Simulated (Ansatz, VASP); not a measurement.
# Cross-check of BaY between VASP and Ansatz

Wanted: the spread between two codes on one cell, functional and k mesh. The cell is invented: other elements were put on sites of a known structure type. It may not be a known or stable phase. The cell is taken from a series of VASP runs on this material, whose earlier steps may have relaxed, scaled or displaced it; both programs get it as it stands. Other levels of theory on this material are compared in a session of their own. Valence electrons are named where the data sets of a main pair hold unlike numbers.

Calculated with Ansatz 0.2.0; plane waves, with VASP 6.6.1 beside it; band structure at revPBE and band structure at revPBE, spin-orbit coupling.

## (1) The structure

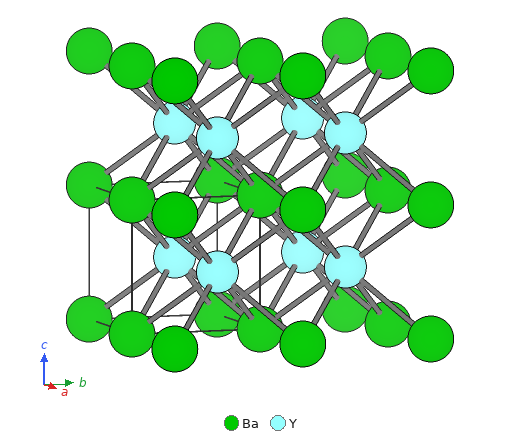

Start, viewed slightly off an axis; barium green, yttrium light teal. 2×2×2 cells are drawn. Some periodic images of atoms are drawn too.

## (2) VASP: band structure, revPBE

A single point gives forces, pressure and levels at one fixed geometry, so differences don't come from the geometry; what else differs is listed under the comparison.

Lines of VASP's logs that name or quote its potential files are left out, and so is its time.

Input file INCAR:

```
SYSTEM = BaY
PREC = Accurate
ENCUT = 400
EDIFF = 1E-06
NELM = 100
ISMEAR = 1
SIGMA = 0.2
LREAL = .FALSE.
ALGO = Normal
GGA = RE
LORBIT = 11
LWAVE = .FALSE.
LCHARG = .FALSE.
```

Input file POSCAR:

```
BaY
1.0
    4.4888633200      0.0000000000      0.0000000000
    0.0000000000      4.4888633200      0.0000000000
    0.0000000000      0.0000000000      4.4888633200
Ba Y
1 1
Direct
    0.0000000000      0.0000000000      0.0000000000
    0.5000000000      0.5000000000      0.5000000000
```

Input file KPOINTS:

```
Automatic mesh
0
Gamma
5 5 5
0 0 0
```

Input file KPOINTS_OPT:

```
Line mode
16
Line-mode
Reciprocal
  0.00000000   0.00000000   0.00000000 GAMMA
  0.00000000   0.50000000   0.00000000 X

  0.00000000   0.50000000   0.00000000 X
  0.50000000   0.50000000   0.00000000 M

  0.50000000   0.50000000   0.00000000 M
  0.00000000   0.00000000   0.00000000 GAMMA

  0.00000000   0.00000000   0.00000000 GAMMA
  0.50000000   0.50000000   0.50000000 R

  0.50000000   0.50000000   0.50000000 R
  0.00000000   0.50000000   0.00000000 X

  0.50000000   0.50000000   0.00000000 M
  0.50000000   0.50000000   0.50000000 R
```

PAW data sets: Ba_sv and Y_sv (PBE family, release 64).

Launch:

```
> mpirun -np 1 vasp_std
```

Numbers of over 12 decimals in the logs are rounded to 6 here.

Log:

```text
[banner, memory and clock lines left out]
running    1 mpi-ranks, on    1 nodes
 distrk:  each k-point on    1 cores,    1 groups
 distr:  one band on    1 cores,    1 groups

 POSCAR found type information on POSCAR BaY
 POSCAR found :  2 types and       2 ions
|                                                                             |
|               ----> ADVICE to this user running VASP <----                  |
|                                                                             |
|     You enforced a specific xc type in the INCAR file but a different       |
|     [... a line on the potential file left out ...]
|     I HOPE YOU KNOW WHAT YOU ARE DOING!                                     |
|                                                                             |

 LDA part: xc-table for (Slater+PW92), standard interpolation
 POSCAR, INCAR and KPOINTS ok, starting setup
 FFT: planning ... GRIDC
 FFT: planning ... GRID_SOFT
 FFT: planning ... GRID
 WAVECAR not read
 entering main loop
       N       E                     dE             d eps       ncg     rms          rms(c)
DAV:   1     0.103594806789E+03    0.10359E+03   -0.83889E+03   280   0.106E+03
DAV:   2    -0.107586285536E+01   -0.10467E+03   -0.10366E+03   416   0.236E+02
DAV:   3    -0.783959699743E+01   -0.67637E+01   -0.66289E+01   420   0.486E+01
DAV:   4    -0.804228203870E+01   -0.20269E+00   -0.20264E+00   404   0.722E+00
DAV:   5    -0.804549828234E+01   -0.32162E-02   -0.32162E-02   378   0.827E-01    0.156E+01
DAV:   6    -0.722216501912E+01    0.82333E+00   -0.22449E+00   334   0.564E+00    0.114E+01
DAV:   7    -0.721104074167E+01    0.11124E-01   -0.16215E+00   380   0.444E+00    0.267E+00
DAV:   8    -0.719332263012E+01    0.17718E-01   -0.62035E-01   340   0.312E+00    0.208E+00
DAV:   9    -0.718467738127E+01    0.86452E-02   -0.14612E-01   334   0.170E+00    0.129E+00
DAV:  10    -0.718259917663E+01    0.20782E-02   -0.11708E-02   346   0.544E-01    0.181E-01
DAV:  11    -0.718270989480E+01   -0.11072E-03   -0.17093E-03   398   0.203E-01    0.572E-02
DAV:  12    -0.718267970878E+01    0.30186E-04   -0.11374E-04   346   0.519E-02    0.328E-02
DAV:  13    -0.718267180989E+01    0.78989E-05   -0.39130E-05   428   0.310E-02    0.109E-02
DAV:  14    -0.718267093355E+01    0.87634E-06   -0.15112E-06   230   0.684E-03
   1 F= -.71826709E+01 E0= -.71823789E+01  d E =-.876018E-03
 Start KPOINTS_OPT (optional k-point list driver)
k-point batch [1-10\96]
       N       E                     dE             ncg
DAV:   1    -0.210731614000E+04   -0.30329E+04      280
DAV:   2    -0.317976670748E+04   -0.10725E+04      394
DAV:   3    -0.325126535179E+04   -0.71499E+02      414
DAV:   4    -0.325485343164E+04   -0.35881E+01      428
DAV:   5    -0.325489039002E+04   -0.36958E-01      398
DAV:   6    -0.325489121004E+04   -0.82002E-03      416
DAV:   7    -0.325489121586E+04   -0.58201E-05      398
DAV:   8    -0.325489121593E+04   -0.70815E-07      278
[...]
k-point batch [91-96\96]
       N       E                     dE             ncg
DAV:   1     0.884801458107E+03   -0.50861E+04      176
DAV:   2     0.412514014471E+03   -0.47229E+03      228
DAV:   3     0.380170367152E+03   -0.32344E+02      318
DAV:   4     0.379359066704E+03   -0.81130E+00      198
DAV:   5     0.379302085355E+03   -0.56981E-01      262
DAV:   6     0.379299847555E+03   -0.22378E-02      198
DAV:   7     0.379299749409E+03   -0.98146E-04      246
DAV:   8     0.379299741916E+03   -0.74928E-05      156
DAV:   9     0.379299741344E+03   -0.57217E-06      120
```

Parts of OUTCAR (step 2):

```text
ion  position               nearest neighbor table
   1  0.000  0.000  0.000-   2 3.89   2 3.89   2 3.89   2 3.89   2 3.89   2 3.89   2 3.89   2 3.89

  LATTYP: Found a simple cubic cell.
 ALAT       =     4.4888633200

 Subroutine GETGRP returns: Found 48 space group operations
 (whereof 48 operations were pure point group operations)

The static configuration has the point symmetry O_h .

 Found     10 irreducible k-points:

   k-points           NKPTS =     10   k-points in BZ     NKDIM =     10   number of bands    NBANDS=     14

   dimension x,y,z NGX =    30 NGY =   30 NGZ =   30
   dimension x,y,z NGXF=    60 NGYF=   60 NGZF=   60

   ENCUT  =  400.0 eV  29.40 Ry    5.42 a.u.   7.32  7.32  7.32*2*pi/ulx,y,z

   NELECT =      21.0000    total number of electrons

 k-points in reciprocal lattice and weights: Automatic mesh
   0.00000000  0.00000000  0.00000000       0.008
   0.20000000  0.00000000  0.00000000       0.048
   0.40000000  0.00000000  0.00000000       0.048
   0.20000000  0.20000000  0.00000000       0.096
   0.40000000  0.20000000  0.00000000       0.192
   0.40000000  0.40000000  0.00000000       0.096
   0.20000000  0.20000000  0.20000000       0.064
   0.40000000  0.20000000  0.20000000       0.192
   0.40000000  0.40000000  0.20000000       0.192
   0.40000000  0.40000000  0.40000000       0.064

 average (electrostatic) potential at core
       1 -37.9017       2 -39.6942

 E-fermi :   2.3613

 k-point     1 :       0.0000    0.0000    0.0000
  band No.  band energies     occupation
    ...
      7     -10.8234      2.00000
      8     -10.8234      2.00000
      9      -1.2373      2.00000
     10       1.3907      2.00000
     11       1.3907      2.00000
     12       3.8783     -0.00000
     13       3.8783     -0.00000
     14       3.8783     -0.00000

 k-point     2 :       0.2000    0.0000    0.0000
  band No.  band energies     occupation
    ...
      7     -10.8181      2.00000
      8     -10.8181      2.00000
      9      -0.7836      2.00000
     10       1.6318      2.00000
     11       1.6381      2.00000
     12       3.7987     -0.00000
     13       3.7987     -0.00000
     14       4.0331     -0.00000

 k-point     3 :       0.4000    0.0000    0.0000
  band No.  band energies     occupation
    ...
      7     -10.8095      2.00000
      8     -10.8095      2.00000
      9       0.3568      2.00000
     10       1.5357      2.00000
     11       2.2826      1.61235
     12       3.7637     -0.00000
     13       3.7671     -0.00000
     14       3.7671     -0.00000

  Total        0.0055367      0.0055367      0.0055367      0.0000000     -0.0000000      0.0000000
  in kB        0.0980736      0.0980736      0.0980736      0.0000000     -0.0000000      0.0000000
  external PRESSURE =       0.0980736 kB  Pullay stress =       0.0000000 kB

  energy-cutoff  :      400.00
  volume of cell :       90.45
      direct lattice vectors                 reciprocal lattice vectors
     4.488863320  0.000000000  0.000000000     0.222773546  0.000000000  0.000000000
     0.000000000  4.488863320  0.000000000     0.000000000  0.222773546  0.000000000
     0.000000000  0.000000000  4.488863320     0.000000000  0.000000000  0.222773546

 POSITION                                       TOTAL-FORCE (eV/Angst)
 -----------------------------------------------------------------------------------
      0.00000      0.00000      0.00000         0.000000      0.000000      0.000000
      2.24443      2.24443      2.24443         0.000000      0.000000      0.000000
 -----------------------------------------------------------------------------------
    total drift:                                0.000000      0.000000      0.000000

  FREE ENERGIE OF THE ION-ELECTRON SYSTEM (eV)
  ---------------------------------------------------
  free  energy   TOTEN  =        -7.1826709336 eV

  energy  without entropy=       -7.1817949154  energy(sigma->0) =       -7.18237893

 total charge
# of ion       s       p       d       f       tot
--------------------------------------------------
    1        2.067   5.538   0.386   0.000   7.990
    2        2.286   6.124   0.757   0.002   9.170
--------------------------------------------------
tot          4.353  11.662   1.143   0.002  17.160

[... 3 further parts left out ...]
```

The run ends at a pressure of 0.01 GPa.

## (3) Ansatz: band structure, revPBE

Ansatz runs on its default PAW (the set named soft_2) files.

The same cell, functional, mesh and smearing now go to Ansatz, which takes its cutoff from its data sets.

Input file input.yaml:

```yaml
crystal:
  lattice:
    - [4.48886332, 0.0, 0.0]
    - [0.0, 4.48886332, 0.0]
    - [0.0, 0.0, 4.48886332]
  atoms:
    - { symbol: Ba, position: [0.0, 0.0, 0.0] }
    - { symbol: "Y", position: [0.5, 0.5, 0.5] }
hamiltonian:
  xc: revpbe
  pseudopotentials: { kind: paw }
kpoints:
  mp_grid: { grid: [5, 5, 5] }
  band_path:
    path:
      - [0.0, 0.0, 0.0]
      - [0.0, 0.1, 0.0]
      - [0.0, 0.2, 0.0]
      - [0.0, 0.3, 0.0]
      - [0.0, 0.43333, 0.0]
      - [0.0, 0.5, 0.0]
      - [0.1, 0.5, 0.0]
      - [0.2, 0.5, 0.0]
      - [0.33333, 0.5, 0.0]
      - [0.43333, 0.5, 0.0]
      - [0.5, 0.5, 0.0]
      - [0.36667, 0.36667, 0.0]
      - [0.26667, 0.26667, 0.0]
      - [0.16667, 0.16667, 0.0]
      - [0.06667, 0.06667, 0.0]
      - [0.03333, 0.03333, 0.03333]
      - [0.13333, 0.13333, 0.13333]
      - [0.23333, 0.23333, 0.23333]
      - [0.33333, 0.33333, 0.33333]
      - [0.46667, 0.46667, 0.46667]
      - [0.46667, 0.5, 0.46667]
      - [0.36667, 0.5, 0.36667]
      - [0.23333, 0.5, 0.23333]
      - [0.13333, 0.5, 0.13333]
      - [0.03333, 0.5, 0.03333]
      - [0.5, 0.5, 0.03333]
      - [0.5, 0.5, 0.16667]
      - [0.5, 0.5, 0.26667]
      - [0.5, 0.5, 0.36667]
      - [0.5, 0.5, 0.5]
    npoints: 1
scf:
  occupations: { method: methfessel_paxton, width: 0.2 }
  n_extra_bands: 7
output:
  forces: true
  stress: true
  eigenvalues: true
```

Launch:

```
> ansatz run input.yaml --threads 2 --pin off --max-ram 4608MiB --backend cpu --events-out ev --progress --plain --runs-dir out
```

Log:

```text
scf.n_extra_bands = 7 over 11 filled bands (N_el = 21.0): the run solves 18 bands
Engine: ansatz 0.2.0, aarch64-unknown-linux-gnu
Pseudopotentials: kind: paw
Pseudopotential: Ba, paw, valence charge 10, recommended cutoff 420 eV (normal), Ba.paw.azcp
Pseudopotential: Y, paw, valence charge 11, recommended cutoff 420 eV (normal), Y.paw.azcp
Functional definition: revPBE
  parameter kappa = 1.245
  parameter beta = 0.066725
  exchange = pbe_x(kappa = kappa, mu = beta*pi^2/3)
  correlation = pbe_c(beta = beta)
Crystal: 2 atoms, lattice volume = 90.450 Å³
Basis set: ecut = 420 eV, 1791 PW (Γ), exchange–correlation on 64×64×64 points (8 copies of the dense FFT grid, shifted against one another)
Bands: 18, of which v1, the nominal top of the filled ones, is band 11 counted from 1 (10 counted from 0)
Symmetry: 48 space group operations
Space group: Pm-3m (ITA 221), of the structure as read, at distance tolerance 4.5e-5 Å
k-points: 10 of 125
Non-local potential: Ba, projectors of the file, l = 0: 3, l = 1: 2, l = 2: 2, l = 3: 2
Non-local potential: Y, projectors of the file, l = 0: 3, l = 1: 2, l = 2: 2, l = 3: 1
PAW form: soft (Blöchl's): semilocal exchange-correlation on the pseudo side does not see the compensation charge
PAW frozen core: Ba, regenerated for the run's functional, and the local potential with it (the file was generated under x = pbe(κ = 0.804, μ = 0.219515), c = pbe(β = 0.066725))
PAW frozen core: Y, regenerated for the run's functional, and the local potential with it (the file was generated under x = pbe(κ = 0.804, μ = 0.219515), c = pbe(β = 0.066725))
PAW one-centre angular grid: Ba, 194 points (default); XC on 64 Gauss nodes
PAW one-centre angular grid: Y, 590 points (default); XC on 64 Gauss nodes
Initial density: superposition of atomic densities (neutral atoms: chi_scale 0, normalization atom), corrected by the library's trained network
Initial wavefunctions: pseudopotential atomic-orbital guess
Functional: x = revpbe(κ = 1.245, μ = 0.219515), c = pbe(β = 0.066725)
SCF iter   1: F=—  HF=-9809.244491 eV  |F-HF|=—  |Δ(HF+E_count)|=         —  Δρ=3.62e-3  dr2=1.72e-2  ethr=1.77e-3  ⟨swp⟩=7.1  Hψ=1088  notcnv=0
preconditioner: auto → Resta (q_TF=auto, 2.139 Å⁻¹)  ε∞=9.2  [insulator: Δε(μ)=0.156 eV  Ē_g=3.040 eV  σ=0.200 eV  W_gap=0.61  n_scr=18 (ndim 8)  ℏωp=8.7 eV  f_vac=0.000  D(μ)=3.40/eV (n_scr^D=26)  ε∞_Penn≈9.2]
SCF iter   2: F=—  HF=-9809.243361 eV  |F-HF|=—  |Δ(HF+E_count)|=   1.13e-3  S|Δr|=    0.00e0  Δρ=2.17e-3  dr2=4.94e-3  ethr=8.20e-5  ⟨swp⟩=2.0  Hψ=332  notcnv=0
SCF iter   3: F=—  HF=-9809.244118 eV  |F-HF|=—  |Δ(HF+E_count)|=   7.58e-4  S|Δr|=    0.00e0  Δρ=5.38e-4  dr2=3.49e-4  ethr=2.35e-5  ⟨swp⟩=2.3  Hψ=244  notcnv=0
SCF iter   4: F=—  HF=-9809.244174 eV  |F-HF|=—  |Δ(HF+E_count)|=   5.61e-5  S|Δr|=    0.00e0  Δρ=8.51e-5  dr2=5.81e-6  ethr=1.66e-6  ⟨swp⟩=2.2  Hψ=270  notcnv=0
SCF iter   5: F=—  HF=-9809.244186 eV  |F-HF|=—  |Δ(HF+E_count)|=   1.19e-5  S|Δr|=    0.00e0  Δρ=1.32e-5  dr2=1.10e-7  ethr=2.77e-8  ⟨swp⟩=2.0  Hψ=224  notcnv=0
SCF iter   6: F=-9809.244186 eV  HF=-9809.244186 eV  |F-HF|=2.10e-9  |Δ(HF+E_count)|=   1.45e-7  S|Δr|=    0.00e0  Δρ=1.79e-6  dr2=2.34e-9  ethr=4.76e-10  ⟨swp⟩=8.0  Hψ=952  notcnv=0
SCF 1 converged in 6 iterations: F = -9809.244186 eV  dr2 = 2.34e-9
  greatest PAW one-centre occupation: 0.994 electrons in one spin orbital (limit 2), on the Y atom at site 1 (counted from 0), in its partial waves of l = 0
NSCF: frozen V_eff on 30 k-points
SCF converged after 6 iterations
Stability not checked: this state was not tested for a lower state beside it, because cold or Methfessel-Paxton smearing, or corrected tetrahedra, fill the levels in a way that the test cannot read (fill_not_monotonic; see scf.lower_state_search)
Free energy (F): -9809.244186 eV
Harris-Foulkes:  -9809.244186 eV  (|F-HF|=2.10e-9)
Internal energy: -9809.243076 eV  (E = F + TS)
E sigma→0 (E₀):  -9809.243909 eV
Entropy (-TS):   -0.001110 eV (-0.555 meV/atom)
Fermi energy:    7.560496 eV
--- Per-component energies (eV) ---
  E_band       = -211.479339
  E_kinetic    = 469.603901
  E_local      = -1021.387286  (includes V_loc(G=0)·N_el)
  E_nonlocal   = 106.418375
  E_hartree    = 326.646576
  E_xc         = -339.550279
  E_vxc        = -331.443465  (∫ρ·V_xc dr)
  E_paw        = -8062.179977  (= ΣΔE_a)
  E_vpaw       = -87.963352  (= ΣTr[D̂ρ^β])
  E_aug_tail   = 0.000002  (compensation charges beyond the density's cutoff)
  E_ewald      = -1288.707517
  E_core_change = -0.086870  (= ΣΔE_core)
  E_smearing   = -0.001110  (= −TS)
  E_closure    = 0.000000  (closes the sum)
  Σ components = -9809.244186   (vs F -9809.244186, Δ=0.00e0)
--- Forces (eV/Å), atoms counted from 1 ---
  atom   1  Ba    -0.00000000     0.00000000    -0.00000000
  atom   2  Y      0.00000000    -0.00000000     0.00000000
  max |Σ_I F_I| component: 2.03e-29 eV/Å
--- Stress (GPa, compression-positive) ---
       -0.089932       0.000000       0.000000
        0.000000      -0.089932       0.000000
        0.000000       0.000000      -0.089932
  P = ⅓ Tr σ = -0.0899 GPa (-0.899 kbar)
--- Band table (eV; the first three rows and the last of 10) ---
  k-point 0: bands = [... 7 lower, -5.5882, 4.0023, 6.6112, 6.6112, 9.1017, 9.1017, 9.1017, 10.9435, ... 3 higher]
  k-point 1: bands = [... 7 lower, -5.5829, 4.4541, 6.8446, 6.8586, 9.0078, 9.0078, 9.2400, 10.1910, ... 3 higher]
  k-point 2: bands = [... 7 lower, -5.5743, 5.5893, 6.7599, 7.4673, 8.9509, 8.9509, 8.9668, 9.5249, ... 3 higher]
  k-point 9: bands = [... 7 lower, -5.7813, 7.0018, 7.4812, 7.4812, 7.8517, 8.1806, 8.1806, 10.3876, ... 3 higher]
```

It took 2.5 s on 2 threads of Arm Neoverse N1, shared host; peak memory 0.32 GiB.

## (4) Side by side

Known differences besides the potentials themselves: the cutoff is 420 eV in Ansatz and 400 eV in VASP; Ansatz makes its cores anew for this functional, VASP keeps those of its PBE data sets; VASP leaves aspherical gradient terms in its spheres out (LASPH is not set), Ansatz keeps them. Total energies have different zeros and are not compared.

Compared:

```tsv
quantity	Ansatz	VASP	difference
pressure (GPa)	-0.09	0.01	-0.10
```

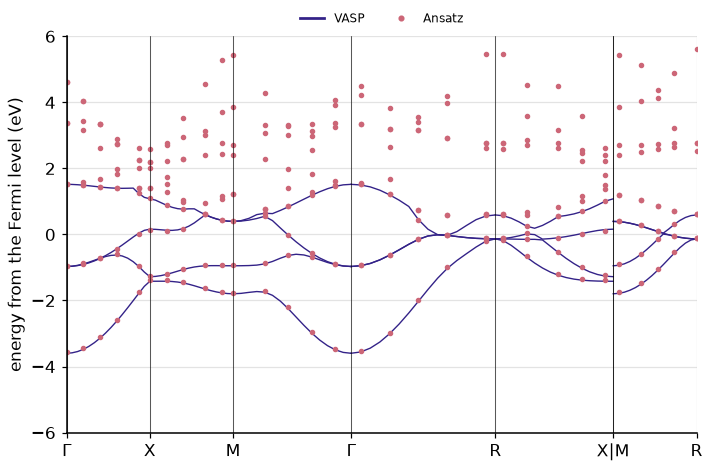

Bands from VASP (lines) and levels from Ansatz (dots). Dots without a line are higher empty bands that the VASP plot leaves out.

Levels from 3 eV below to 2 eV above the Fermi level differ by 22 meV r.m.s. and 38 meV at most; each VASP level is matched to the nearest of Ansatz, which flatters the figure a little.

[end of part 1 of 2]

[Lines on the potential files, build, host, timing and source positions are cut from VASP's logs without a mark.]

[Logs are printed without paths, hosts, clocks, repeated set-up lines and the standing remarks that a program may print on its own settings, such as how far it seeks lower states.]

[Hosts, paths, dates, database ids (printed as entryN), source tags and the programs' standing remarks are cut or masked in the printed files.]
